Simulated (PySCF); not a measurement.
AlI4 (SMILES [I][Al-]([I])([I])[I]) (charge −1)

```xyz
5

Al    0.0165   -0.0216   -0.0128
I     0.0136   -0.0487    2.5399
I     2.4216   -0.0422   -0.8741
I    -1.1609    2.0872   -0.8398
I    -1.2159   -2.0852   -0.8754
```

Geometry: PBE0-D3(BJ)/def2-SVP; core potentials replace the inner electrons of I.

Level of theory: PySCF 2.14.0, B3LYP/def2-SVPD, SCF density, gas phase, scalar-relativistic core potentials on the heavy atoms.

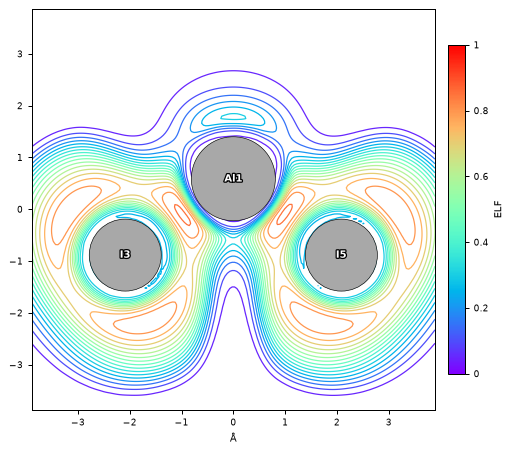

Figure 1. Electron localisation function on the plane of atoms I3, Al1 and I5. Grey discs cover the atomic cores.

What do the fields say about this system?

Answer. The section cuts through Al and I sites. Al–I (2.55 Å): the ELF peaks at about 0.85 in the valence shell of I, 1.3 Å from its nucleus, and is about 0.85 at the midpoint. The ELF also peaks beside I3 and I5, away from the bonds: lone-pair regions.

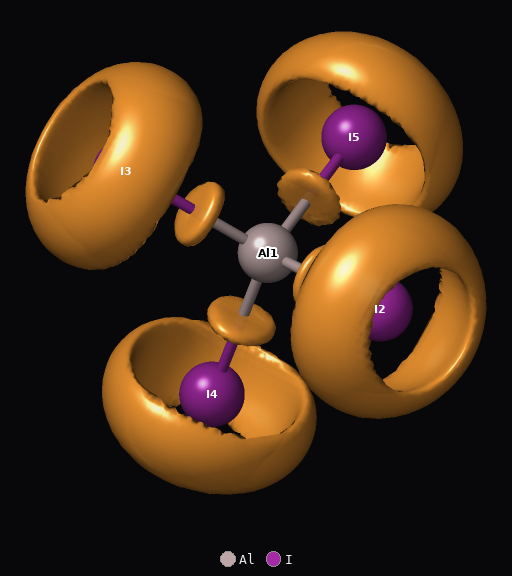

Figure 2. Isosurface of the electron localisation function at 0.8 (orange), seen across its widest extent. Core shells and regions of very low density are left out.

Identify the bonds, lone pairs and shells in this picture.

Answer. The surface consists of four regions between bonded Al–I atoms (shared pairs) and four rings or bowls of non-bonding electrons around I.
